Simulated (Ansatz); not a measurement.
# Frequency calculation of CH4ClFOSi

The run: frequency calculation of CH4ClFOSi. Method and program: HF/CRENBL, RHF, core potentials CRENBL (Ansatz 0.2.0).

The geometry was optimised with HF/CRENBL. Figures and captions count atoms from 1; the log counts them from 0 in places.

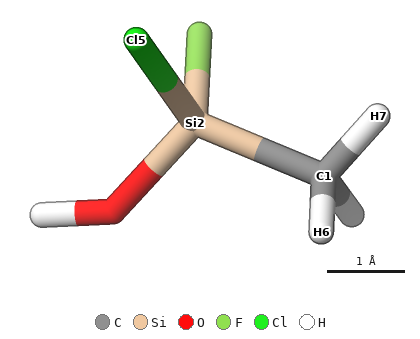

Fig. 1: The input geometry (stick view, seen at a tilt; atoms are numbered from 1 in the order of the input). Bond lengths as drawn: Cl–Si 2.16 Å, C–H 1.09 Å, C–Si 1.85 Å, F–Si 1.67 Å, H–O 0.94 Å and O–Si 1.64 Å.

Input:
```yaml
crystal:
  periodic: [false, false, false]
  atoms:
    - symbol: C
      position_ang: [-1.165792, -0.184595, 0.518777]
    - symbol: Si
      position_ang: [0.546093, 0.236733, -0.037334]
    - symbol: O
      position_ang: [1.102736, -0.825024, -1.157021]
    - symbol: F
      position_ang: [1.595797, 0.248887, 1.256932]
    - symbol: Cl
      position_ang: [0.673293, 2.242734, -0.826603]
    - symbol: H
      position_ang: [-1.856417, -0.159608, -0.318989]
    - symbol: H
      position_ang: [-1.513021, 0.516051, 1.272281]
    - symbol: H
      position_ang: [-1.180804, -1.184596, 0.944527]
    - symbol: H
      position_ang: [1.886815, -0.937082, -1.669770]
basis:
  gaussian: {orbitals: CRENBL.json}
hamiltonian: {xc: hf}
scf: {lower_state_search: "off"}
phonons: {amplitude: 0.01, temperatures: {t_min: 200, t_max: 1000, t_step: 200}}
```

Machine: 1 thread of Arm Neoverse V1, 24 GiB of memory available, shared host.

Launched with:
```bash
ansatz run run.yaml --threads 1 --pin off --max-ram 2610MiB --events-out events.jsonl --progress --plain --runs-dir runs
```

Log:
```
Functional definition: HF
  name "HF"
  exchange = exact_x
  correlation = 0
these checks for a lower state are left out or cut short: stability, starts, cluster_reference, orbital_swaps, neighbouring_geometries, increment
1034 factors; integrals over basis functions are off by at most 6.3e-4 eV
mean field evaluation 1: about -1792.5904 eV, gradient 4.2e1 eV
mean field evaluation 2: about -1792.5905 eV, gradient 4.2e1 eV
mean field evaluation 4: about -1795.9219 eV, gradient 2.7e0 eV
mean field evaluation 8: about -1795.9459 eV, gradient 1.1e-4 eV
mean field -1795.94589183 eV, -65.9997941890 hartree, gradient 1.2e-6 eV, S^2 0.000000; 0 other end points of the search recorded, 0 dependent functions left out
the calculation of the forces begins
reference -1795.94589183 eV, -65.9997941890 hartree; 16, 16 occupied and 80, 80 virtual orbitals, 1034 factors
these checks for a lower state are left out or cut short: stability, starts, cluster_reference, orbital_swaps, neighbouring_geometries, increment
1034 factors; integrals over basis functions are off by at most 6.3e-4 eV
mean field evaluation 16: about -1795.9436 eV, gradient 7.2e-5 eV
mean field -1795.94359514 eV, -65.9997097870 hartree, gradient 2.6e-6 eV, S^2 0.000000; 0 other end points of the search recorded, 0 dependent functions left out
[... from here on the field's lines of each further geometry are left out, up to the last ...]
the calculation of the forces begins
reference -1795.94495934 eV, -65.9997599207 hartree; 16, 16 occupied and 80, 80 virtual orbitals, 1034 factors
these checks for a lower state are left out or cut short: stability, starts, cluster_reference, orbital_swaps, neighbouring_geometries, increment
1034 factors; integrals over basis functions are off by at most 6.3e-4 eV
mean field evaluation 384: about -1795.9444 eV, gradient 7.1e-4 eV
mean field -1795.94491352 eV, -65.9997582366 hartree, gradient 2.6e-6 eV, S^2 0.000000; 0 other end points of the search recorded, 0 dependent functions left out
the calculation of the forces begins
reference -1795.94491352 eV, -65.9997582366 hartree; 16, 16 occupied and 80, 80 virtual orbitals, 1034 factors
Total energy: -1795.94589183 eV, -65.9997941890 hartree
Atom 0 at    -1.165792    -0.184595     0.518777 Å, force     0.002520     0.001795     0.000171 eV/Å
Atom 1 at     0.546093     0.236733    -0.037334 Å, force    -0.003687    -0.000854     0.003182 eV/Å
Atom 2 at     1.102736    -0.825024    -1.157021 Å, force    -0.001447    -0.001168    -0.005074 eV/Å
Atom 3 at     1.595797     0.248887     1.256932 Å, force     0.002040     0.001727     0.000006 eV/Å
Atom 4 at     0.673293     2.242734    -0.826603 Å, force    -0.000106    -0.000365     0.001211 eV/Å
Atom 5 at    -1.856417    -0.159608    -0.318989 Å, force    -0.001319    -0.000235     0.000226 eV/Å
Atom 6 at    -1.513021     0.516051     1.272281 Å, force    -0.000182    -0.000871    -0.001227 eV/Å
Atom 7 at    -1.180804    -1.184596     0.944527 Å, force     0.000374     0.000737    -0.000734 eV/Å
Atom 8 at     1.886815    -0.937082    -1.669770 Å, force     0.001806    -0.000765     0.002239 eV/Å
Dipole moment:    -0.298737    -0.446498    -0.170384 e Å
Vibrations: 152.63 170.22 200.20 258.45 279.99 315.98 380.68 495.18 667.71 737.73 865.29 952.91 973.55 1018.49 1480.73 1564.91 1567.99 3141.73 3237.90 3243.79 4175.98 cm⁻¹, zero-point energy 1.604481 eV
Checks for a lower state left out: stability, starts, cluster_reference, orbital_swaps, neighbouring_geometries, increment
```

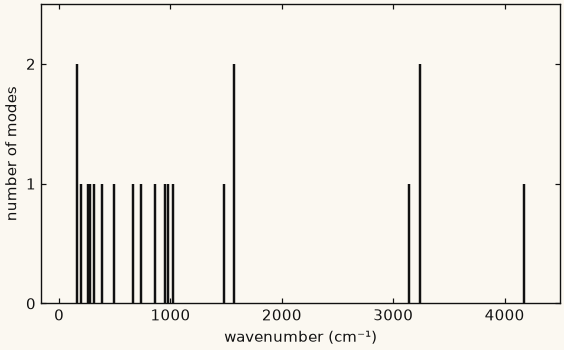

Fig. 2: Harmonic vibrational wavenumbers from the force constants; neighbouring modes closer than 18 cm⁻¹ are counted in one stick. 21 modes from 153 to 4176 cm⁻¹, none imaginary.

Key numbers:

```csv
quantity,value
outcome,converged
total energy,−65.999794 hartree
basis functions,96
largest force,0.005 eV/Å
zero-point energy,0.058964 hartree
dipole moment,2.71 D
"wavenumbers, lowest and highest",153 and 4176 cm⁻¹
wall time,47 s
peak memory,0.29 GiB
```
